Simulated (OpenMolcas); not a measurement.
# PB⁺: electronic states by CASSCF, CASPT2 and spin–orbit RASSI, part 2 of 2

Computed with OpenMolcas 26.06; SA-CASSCF(7,8), XMS-CASPT2, RASSI; ANO-RCC-VTZP.

## 3. From Λ–S states to Ω levels

RASSI output, in excerpt, cut to the lines that bear on the results:

```text
[...]
   Eigenvalues of complex Hamiltonian:
  (Shifted by EMIN (a.u.) =       -366.0017793659)
 SO State       Relative EMIN(au)   Rel lowest level(eV)    D:o, cm**(-1)      Omega
     1            -0.0000114204        0.0000000000              0.0000         0.5
     2            -0.0000114204        0.0000000000              0.0000         0.5
     3            -0.0000072073        0.0001146439              0.9247         1.5
     4            -0.0000072073        0.0001146439              0.9247         1.5
     5             0.0256954945        0.6995207902           5642.0157         0.5
     6             0.0256954945        0.6995207902           5642.0157         0.5
     7             0.0326102168        0.8876799697           7159.6218         1.5
     8             0.0326102168        0.8876799697           7159.6218         1.5
     9             0.0332603321        0.9053705089           7302.3056         0.5
    10             0.0332603321        0.9053705089           7302.3056         0.5
    11             0.0371319445        1.0107224494           8152.0263         2.4
    12             0.0371319445        1.0107224494           8152.0263         2.4
    13             0.0372889058        1.0149935834           8186.4753         1.6
    14             0.0372889058        1.0149935834           8186.4753         1.6
[...]
```

Run time: 23 s. Hardware: 1 thread of Arm Neoverse V2, shared host.

Levels:

```csv
Ω,energy (cm⁻¹),parentage,f from lowest
1/2,0,100% (1)4Σ,0
3/2,1,100% (1)4Σ,0
1/2,5642,100% (1)2Σ,0
3/2,7160,99% (1)2Π,0
1/2,7302,100% (1)2Π,0
?,8152,100% (1)2Δ,0
?,8152,100% (1)2Δ,0
?,8186,100% (1)2Δ,0
?,8186,100% (1)2Δ,0
1/2,12462,100% (2)2Σ,0
1/2,21983,100% (2)2Π,0
3/2,22199,100% (2)2Π,0
5/2,22845,100% (1)4Π,0
3/2,22877,100% (1)4Π,0.0018
1/2,22909,100% (1)4Π,0.0018
1/2,22942,100% (1)4Π,0
1/2,29148,100% (3)2Π,0
3/2,29195,100% (3)2Π,0
5/2,31599,100% (2)4Π,0
3/2,31599,100% (2)4Π,0.00011
1/2,31600,100% (2)4Π,0.00011
1/2,31602,100% (2)4Π,0
3/2,32228,100% (2)4Σ,0
1/2,32228,100% (2)4Σ,0.001
1/2,34191,100% (1)4Δ,0
3/2,34284,100% (1)4Δ,0
5/2,34376,100% (1)4Δ,0
7/2,34467,100% (1)4Δ,0
1/2,35108,72% (3)2Σ + 27% (3)4Σ,0
3/2,35295,100% (3)4Σ,0
```

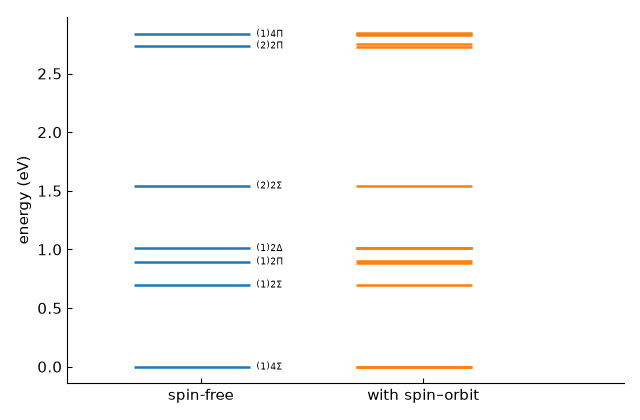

CASPT2 states and the spin-orbit levels up to 3.5 eV, from the lowest spin-free state.

## 4. Along the bond: spin-free states

The same input was run at the other distances; those logs are left out. Energies in eV from the lowest point of the curves kept (curves with gaps or mixed symmetry are left out, so lower ones can be missing). Curves are followed by energy order within each symmetry, so they can change character at crossings; Σ⁺ and Σ⁻ are counted together.

```
R (Å)  (1)4Σ  (1)2Π  (1)2Δ  (2)2Π  (1)4Π  (3)2Π  (2)4Σ  (1)4Δ  (2)4Π
1.602  0.954  1.174  2.025  4.149  3.142  4.977  5.823  6.520  5.297
1.863  0.000  0.897  1.011  2.739  2.838  3.617  3.995  4.255  3.918
2.180  0.383  1.745  1.492  2.203  3.193  3.902  3.758  3.869  4.519
2.347  0.664  1.848  1.862  2.486  3.394  4.106  3.975  3.998  5.091
2.608  1.025  2.004  2.346  3.057  3.711  4.406  4.298  4.255  5.740
```

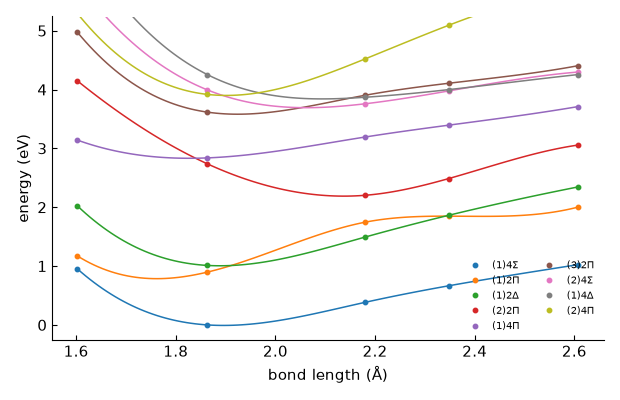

Curves of the lowest states.

## 5. Along the bond: spin–orbit levels

Energies in eV from the lowest point of the curves kept (curves with gaps or mixed symmetry are left out, so lower ones can be missing). Curves are followed by energy order within each symmetry, so they can change character at crossings; levels whose Ω could not be read are left out of the count.

```
R (Å)  (1)Ω=1/2  (1)Ω=3/2  (2)Ω=1/2  (3)Ω=1/2  (4)Ω=1/2
1.602     0.954     0.954     1.183     1.726     2.592
1.863     0.000     0.000     0.700     0.905     1.545
2.180     0.383     0.383     1.126     1.744     2.068
2.347     0.664     0.664     1.487     1.837     2.485
2.608     1.025     1.025     1.983     1.997     3.048
```

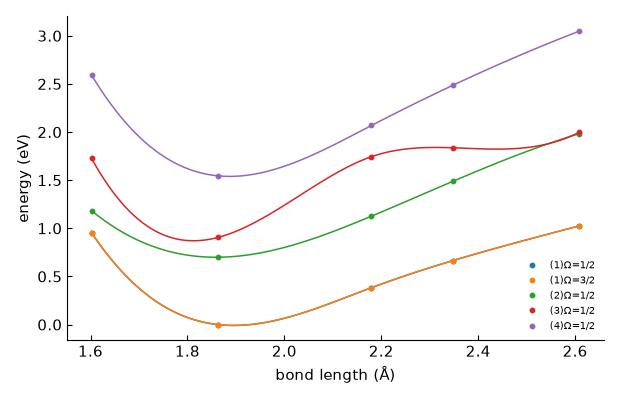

Curves of the lowest levels.

All 13 distances took 5.5 min on 1 thread of Arm Neoverse V2, shared host; 8 of them failed the checks on weights, roots and symmetry and are left out.

## 6. What came out

The summary covers parts 1 to 2.

| quantity | value |
| --- | --- |
| lowest spin-free state | (1)4Σ |
| next spin-free state | (1)2Σ, 0.699 eV |
| lowest level | Ω = 1/2, 100 % (1)4Σ |
| next level | Ω = 3/2, 1 cm⁻¹ |
| lowering by spin–orbit coupling | 3 cm⁻¹ |

At 1.863 Å the lowest computed level has Ω = 1/2 and is 100 % (1)4Σ. The levels that stem mainly from (1)4Σ spread over 1 cm⁻¹. Only the spin multiplicities and numbers of roots in the input were computed, so the list of states is not complete and the lowest one found need not be the ground state; labels number the states computed. The CASPT2 reference weights are uneven at 4.285, 5.589 Å, so some states there carry less reliable energies.
